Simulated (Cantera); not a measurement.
Feed: 1 mol FeS, 0.12 mol H2S, 46 mol N2, at 750 Torr.

Cantera equilibrium calculation (NASA polynomials, part measured and part estimated; ideal gas, pure solids and liquids). Candidate condensed phases: Fe, FeS, FeS2, S; 16 gas species. FeS: taken at fixed stoichiometry. Gases not in the tables: S3 to S7. Kinetics and transport are ignored.

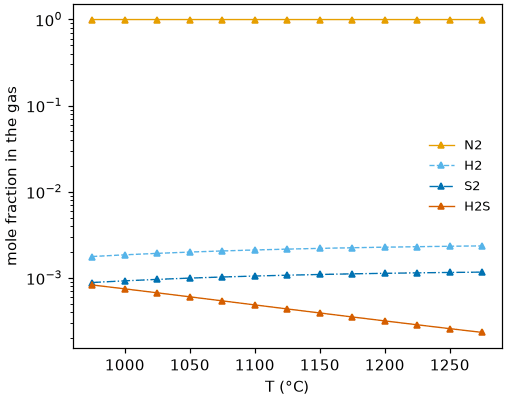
Equilibrium gas composition (values under 1e-9 drawn at 1e-9)

Q: Read off the mole fractions at 1175 °C.

A: N2 about 1.00, H2 about 0.0022, S2 about 0.0011, H2S about 0.00035.
